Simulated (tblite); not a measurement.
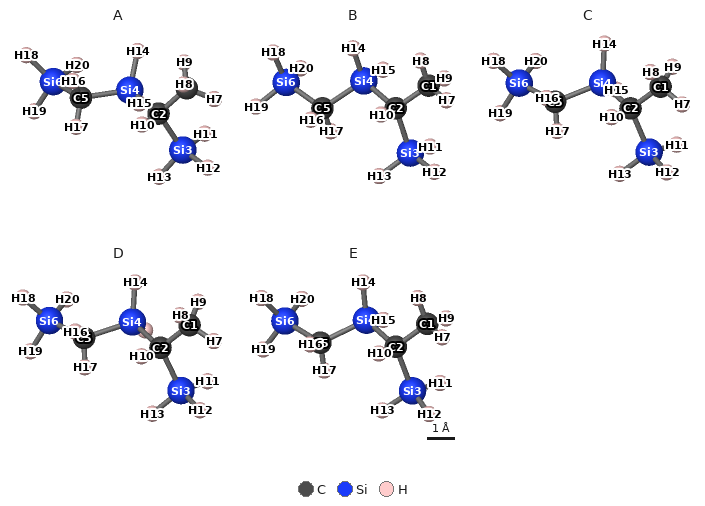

5 geometries from one relaxation of C₃H₁₄Si₃, in shuffled order. The picture is a ball-and-stick view, seen at a tilt.

Level of theory: GFN2-xTB geometry optimisation, gas phase in tblite 0.8.0. 

Question: Order the frames from highest to lowest energy.

Answer: A, D, C, E, B. They are steps 0, 60, 68, 94, 167, at +59.9 kJ/mol, +21.1 kJ/mol, +17.3 kJ/mol, +6.00 kJ/mol relative to the last. The atom that moves furthest after the best rigid fit is H16 (1.52 Å). Largest moves by element: H 1.52 Å, C 0.70 Å, Si 0.39 Å. Among the contacts that change: Si4–C5 1.849 → 1.897 Å, C2–Si3 1.860 → 1.904 Å, C2–Si4 1.871 → 1.908 Å, C1–H7 1.118 → 1.089 Å. Bond angles that change, for instance: H16–C5–H17 114.3° → 105.9°, Si3–C2–Si4 106.2° → 114.1°, Si3–C2–H10 111.2° → 107.0°. Groups turn about C5–Si6 by about 65°, C1–C2 by about 55°, C2–Si4 by about 55°. After 167 geometry steps the energy has fallen by 59.9 kJ/mol.
